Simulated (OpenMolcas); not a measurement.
# Si2H5O (SMILES [SiH2]O[SiH3]): levels of theory compared

Aim: a comparison of 6 runs (UHF/3-21G, UM06-L/6-311+G**, UPBE/6-311+G**, UPBE0/6-311+G**, USVWN5/6-311+G**, UTPSS/6-311+G**) of Si2H5O. 

The calculation is run with OpenMolcas 26.06.

### Step 1. The molecule

The species is Si2H5O (8 atoms), meant as a doublet with charge 0. SMILES: `[SiH2]O[SiH3]`. The coordinates come from a PBE0-D4/def2-TZVP relaxation. This is one conformer, not always the lowest.

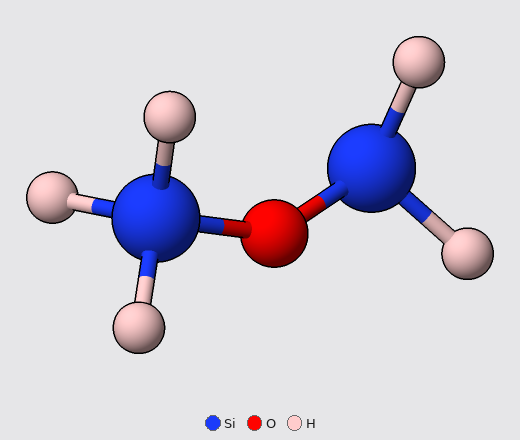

The structure, seen from a chosen angle (silicon blue, oxygen red, hydrogen pink).

### Step 2. Energy and forces at UHF/3-21G (run 1)

run.inp

```
&GATEWAY
 BasLib = $CurrDir
 Coord
 8
 bohr
 Si    -2.42111711     1.76311447    -1.63631385
 O     -0.66575051    -0.52761153    -0.52326516
 Si     1.44564049    -1.36627199     1.57962207
 H     -3.59577087     0.86568354    -4.03191966
 H     -0.83261333     4.04779336    -2.11403662
 H      2.44133718    -3.88263130     0.85623491
 H      0.26097118    -1.51045809     4.12035884
 H      3.54153573     0.50266715     1.64368378
 Basis = 3-21G
 Group = NoSym

&SEWARD

&SCF
 UHF
 Spin = 2
 Thresholds = 1e-10 1e-07 1e-07 1e-05
 PrOrbitals = 1 1

&ALASKA
```

The basis set 3-21G is read from a file made from the Basis Set Exchange's data (not shown).

Launch:

```sh
export MOLCAS_MEM=1860
pymolcas run.inp > run.log
```

Output:

```text
--- Start Module: gateway ---
[...]
--- Stop Module: gateway /rc=_RC_ALL_IS_WELL_ ---
[...]
      Basis functions           45
[...]
--- Start Module: scf ---
[...]
       Convergence after  14 Iterations
[...]
::    Total SCF energy                               -652.1725664884
[...]
      Total spin, S                                     0.5009574239
[...]
      Total electronic charge=   41.000000
      Total            charge=   -0.000000
[...]
      Dipole Moment (debye):
      Origin of the operator (angstrom)=   -0.2482    0.0185   -0.0651
                   X= -1.1508E-01               Y=  6.7519E-01               Z=  7.5344E-01           Total=  1.0182E+00
      Quadrupole Moment (debye*angstrom):
[...]
 *              Molecular gradients               *
 **************************************************
  Irreducible representation: a
 ------------------------------------------------------------------------------------------
                              X                       Y                       Z
 ------------------------------------------------------------------------------------------
  SI1               1.21137821732198E-02   -7.61916938694185E-03    1.64506600018117E-02
  O2               -1.70375023212355E-03   -1.03763375439048E-03   -4.97752898951731E-03
  SI3              -8.22963669547860E-03    1.40768045059545E-02   -4.80460728468124E-03
  H4                1.84696257191153E-03   -3.49575593316009E-03   -6.63285569357353E-04
  H5                1.47001115044998E-03   -1.41278596725547E-03    1.95214285739764E-04
  H6               -2.28816365039441E-03   -4.88363425056981E-04   -2.97916981325919E-03
  H7               -2.08674596279890E-03   -1.71287512513052E-04   -1.53419407711297E-03
  H8               -1.12245935477651E-03    1.48191473358317E-04   -1.68708855360583E-03
[...]
```

Run time: 3.6 s. Hardware: 1 thread of Intel Xeon Platinum 8259CL at 2.50GHz (Skylake/Cascade Lake), shared host; peak memory 0.38 GiB.

### Step 3. The energy at UM06-L/6-311+G(d,p) (run 2)

mol.input

```
&GATEWAY
  BASLIB=$CurrDir
  COORD
  8
  angstrom
  Si      -1.281200       0.933000      -0.865900
  O       -0.352300      -0.279200      -0.276900
  Si       0.765000      -0.723000       0.835900
  H       -1.902800       0.458100      -2.133600
  H       -0.440600       2.142000      -1.118700
  H        1.291900      -2.054600       0.453100
  H        0.138100      -0.799300       2.180400
  H        1.874100       0.266000       0.869800
  BASIS=6-311pGss
  GROUP=NoSym

&SEWARD
  GRIDINPUT
  Grid=UltraFine
  End of Grid

&SCF
  UHF
  SPIN=2
  KSDFT=M06L
  THRESHOLDS=1e-10 1e-07 1e-07 1e-05
  PRORBITALS=1 1
```

The basis set 6-311+G** is read from a file made from the Basis Set Exchange's data (not shown).

Launch:

```sh
export MOLCAS_MEM=1860
pymolcas mol.input > mol.log
```

Output:

```text
--- Start Module: gateway ---
[...]
--- Stop Module: gateway /rc=_RC_ALL_IS_WELL_ ---
--- Start Module: seward ---
[...]
      Basis functions          112
--- Stop Module: seward /rc=_RC_ALL_IS_WELL_ ---
[...]
--- Start Module: scf ---
[...]
       Convergence after  15 Iterations
[...]
::    Total KS-DFT energy                            -657.2518286398
[...]
      Total spin, S                                     0.5012855305
[...]
      Total electronic charge=   41.000000
      Total            charge=   -0.000000
[...]
      Dipole Moment (debye):
      Origin of the operator (angstrom)=   -0.2482    0.0185   -0.0651
                   X=  1.7899E-01               Y=  2.5664E-01               Z=  4.0117E-01           Total=  5.0876E-01
      Quadrupole Moment (debye*angstrom):
[...]
--- Stop Module: scf /rc=_RC_ALL_IS_WELL_ ---
[...]
```

Run time: 99 s. Hardware: 1 thread of Intel Xeon Platinum 8259CL at 2.50GHz (Skylake/Cascade Lake), shared host; peak memory 0.67 GiB.

### Step 4. Energy and gradient at UPBE/6-311+G(d,p) (run 3)

calc.inp

```
>>> EXPORT MOLCAS_PRINT=2

&GATEWAY
 BasLib=$CurrDir
 Coord
 8
 angstrom
 Si      -1.281200       0.933000      -0.865900
 O       -0.352300      -0.279200      -0.276900
 Si       0.765000      -0.723000       0.835900
 H       -1.902800       0.458100      -2.133600
 H       -0.440600       2.142000      -1.118700
 H        1.291900      -2.054600       0.453100
 H        0.138100      -0.799300       2.180400
 H        1.874100       0.266000       0.869800
 Basis=6-311pGss
 Group=NoSym

&SEWARD
 GridInput
 Grid=UltraFine
 End of Grid

&SCF
 UHF
 Spin=2
 KSDFT=PBE
 Thresholds=1e-10 1e-07 1e-07 1e-05
 PrOrbitals=1 2

&ALASKA
```

The basis set 6-311+G** is read from a file made from the Basis Set Exchange's data (not shown).

Launch:

```sh
export MOLCAS_MEM=1860
pymolcas calc.inp > calc.log
```

Output:

```text
--- Start Module: gateway ---
[...]
--- Stop Module: gateway /rc=_RC_ALL_IS_WELL_ ---
[...]
      Basis functions          112
[...]
--- Start Module: scf ---
[...]
       Convergence after  15 Iterations
[...]
::    Total KS-DFT energy                            -656.8681074628
[...]
      Total spin, S                                     0.5006677570
[...]
      Total electronic charge=   41.000000
      Total            charge=   -0.000000
[...]
      Dipole Moment (debye):
      Origin of the operator (angstrom)=   -0.2482    0.0185   -0.0651
                   X=  2.7937E-01               Y=  2.0718E-01               Z=  3.5700E-01           Total=  4.9841E-01
      Quadrupole Moment (debye*angstrom):
[...]
 *              Molecular gradients               *
 **************************************************
  Irreducible representation: a
 ------------------------------------------------------------------------------------------
                              X                       Y                       Z
 ------------------------------------------------------------------------------------------
  SI1               1.31009847009089E-02   -1.14621966130759E-02    4.03710525211398E-03
  O2                1.95706467330981E-03    6.70070302618786E-03    5.05667471103877E-03
  SI3              -1.10205507572072E-02    6.46521341622552E-03   -1.01447027821742E-02
  H4                1.94766082199793E-03    1.36714993796772E-03    3.68977854237063E-03
  H5               -2.77863795432354E-03   -3.89786928325364E-03    7.50450605547126E-04
  H6               -1.62292478442194E-03    3.83264306362729E-03    9.94377510961431E-04
  H7                1.87909579374468E-03    1.20233536264391E-04   -4.14842044837727E-03
  H8               -3.46269249400866E-03   -3.12587708379031E-03   -2.35263391401341E-04
[...]
```

Wall time 83 s (1 thread of Intel Xeon Platinum 8259CL at 2.50GHz (Skylake/Cascade Lake), shared host); peak memory 0.67 GiB.

Runs 4 to 5 aren't shown in full; the table further down has their settings and results.

### Step 5. A single-point energy at UTPSS/6-311+G(d,p) (run 6)

run.input

```
&GATEWAY
BasLib = $CurrDir
Coord
8
angstrom
Si      -1.281200       0.933000      -0.865900
O       -0.352300      -0.279200      -0.276900
Si       0.765000      -0.723000       0.835900
H       -1.902800       0.458100      -2.133600
H       -0.440600       2.142000      -1.118700
H        1.291900      -2.054600       0.453100
H        0.138100      -0.799300       2.180400
H        1.874100       0.266000       0.869800
Basis = 6-311pGss
Group = NoSym
&SEWARD
GridInput
Grid=UltraFine
End of Grid
&SCF
UHF
Spin = 2
KSDFT = 2
1.0 MGGA_X_TPSS
1.0 MGGA_C_TPSS
Thresholds = 1e-10 1e-07 1e-07 1e-05
PrOrbitals = 1 2
```

The basis set 6-311+G** is read from a file made from the Basis Set Exchange's data (not shown).

Launch:

```sh
export MOLCAS_MEM=1860
pymolcas run.input > run.log
```

Output:

```text
--- Start Module: gateway ---
[...]
--- Stop Module: gateway /rc=_RC_ALL_IS_WELL_ ---
--- Start Module: seward ---
[...]
      Basis functions          112
--- Stop Module: seward /rc=_RC_ALL_IS_WELL_ ---
[...]
--- Start Module: scf ---
[...]
       Convergence after  14 Iterations
[...]
::    Total KS-DFT energy                            -657.3275268219
[...]
      Total spin, S                                     0.5007915840
[...]
      Total electronic charge=   41.000000
      Total            charge=   -0.000000
[...]
      Dipole Moment (debye):
      Origin of the operator (angstrom)=   -0.2482    0.0185   -0.0651
                   X=  2.4650E-01               Y=  2.2799E-01               Z=  3.7870E-01           Total=  5.0612E-01
      Quadrupole Moment (debye*angstrom):
[...]
--- Stop Module: scf /rc=_RC_ALL_IS_WELL_ ---
[...]
```

It took 1.7 min on 1 thread of Intel Xeon Platinum 8259CL at 2.50GHz (Skylake/Cascade Lake), shared host; peak memory 0.67 GiB.

### Step 6. All runs side by side

```tsv
run	level	task	integration grid	energy (Eh)	dipole moment (D)	HOMO energy (eV)	LUMO energy (eV)	wall time
1	UHF/3-21G	gradient	–	-652.172566	1.02	-8.70	1.38	3.6 s
2	UM06-L/6-311+G**	energy	UltraFine	-657.251829	0.51	-4.98	-3.08	99 s
3	UPBE/6-311+G**	gradient	UltraFine	-656.868107	0.50	-4.91	-3.22	83 s
4	UPBE0/6-311+G**	gradient	UltraFine	-656.929065	0.53	-6.05	-2.29	80 s
5	USVWN5/6-311+G**	gradient	UltraFine	-654.370739	0.54	-4.85	-3.63	55 s
6	UTPSS/6-311+G**	energy	UltraFine	-657.327527	0.51	-5.09	-3.16	1.7 min
```

### Step 7. Results

```
                                 quantity          value
                      run 6: total energy  -657.32753 Eh
                     run 6: dipole moment         0.51 D
run 6: HOMO energy (highest over α and β)       -5.09 eV
 run 6: LUMO energy (lowest over α and β)       -3.16 eV
                              run 6: ⟨S²⟩          0.752
```

In words: The dipole moment (its size) runs from 0.50 D (UPBE/6-311+G**) to 1.02 D (UHF/3-21G). The two ends differ in method and basis. Totals of different functionals can't be ranked against each other. All runs together took 7 min, the longest 1.7 min.
